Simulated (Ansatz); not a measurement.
Cost and result by functional for the adsorption energy of H2O on the 1x1 (10-10) surface of wurtzite ZnO (cut with top plane O + Zn), one in a 2x1 cell, started at the site 'top Zn #2', in Ansatz (plane waves, PAW). Single points on the PBE structure, on one kind of machine; costs are rough ratios of the slab run's core time (references not counted) to the cheapest single point. r2SCAN's cost holds its higher cutoff (500 against 420 eV). Differences are taken against HSE06 for comparison alone: no measured value is at hand, so the table doesn't rank accuracy. HSE06 ran on a coarser k-mesh, which lowers its cost and may carry part of its shift.

Host crystal: wurtzite ZnO, with a band gap (PBE, scalar-relativistic without spin-orbit coupling).

Set-up: 35 atoms, 9.4 Å thick at the start under the adsorbate (thin: gaps and levels are the slab's own); mesh 3x4x1; 0.01 eV smearing; dipole correction on; 16 atoms held, the rest relaxed; no symmetry held; no spin, no spin-orbit, no U, no dispersion correction. At the end it is bonded to Zn. In PBE it is, or lies within 0.03 eV of, the lowest of the starts that converged. These notes are the PBE run's. Adsorption energies are against H2O(g). A negative adsorption energy means that the adsorbate is more stable on the surface than in its reference.

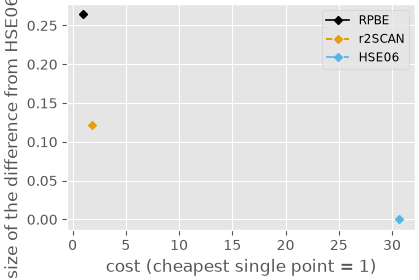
*Difference from HSE06 against cost*

```json
[
 {"functional": "RPBE", "relative cost": "1", "adsorption energy (eV)": "-0.72", "less HSE06 (eV)": "0.26"},
 {"functional": "r2SCAN", "relative cost": "2", "adsorption energy (eV)": "-1.11", "less HSE06 (eV)": "-0.12"},
 {"functional": "HSE06", "relative cost": "30", "adsorption energy (eV)": "-0.99", "less HSE06 (eV)": "0.00"},
 {"functional": "PBE (the relaxed run's value)", "relative cost": "–", "adsorption energy (eV)": "-0.96", "less HSE06 (eV)": "0.03"}
]
```

The values span 0.39 eV, while the single points' costs differ by a factor of roughly 30. Differences are of unrounded values.

Ansatz is a program for electronic structure.
